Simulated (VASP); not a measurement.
Band structure of ZnS (zinc blende). Level of theory: vdW-DF2, VASP's PBE PAW potentials (set 64) (plane waves; VASP).

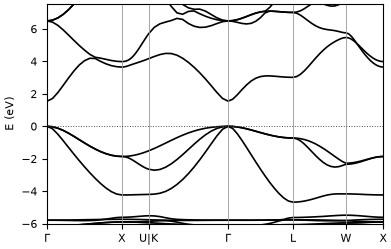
Bands along high-symmetry lines, zero at the valence-band maximum or, without a gap, the Fermi level

Q: Read the plot: is there a gap, and where are the band edges?

A: The gap is direct, 1.55 eV, from the valence maximum at Γ to the conduction minimum at Γ. (Edges off the drawn lines would not show.)

Measured: gap 3.94 eV (computed value off by -2.39 eV), as given by Wei Chen et al., Physical Review Materials (2018), doi:10.1103/physrevmaterials.2.073803 [zero-point renormalisation of 0.1 eV added back (the table's ZPR column)].

The compound is ZnS in the zinc blende structure. It was relaxed first, which changed the volume by +9 %.
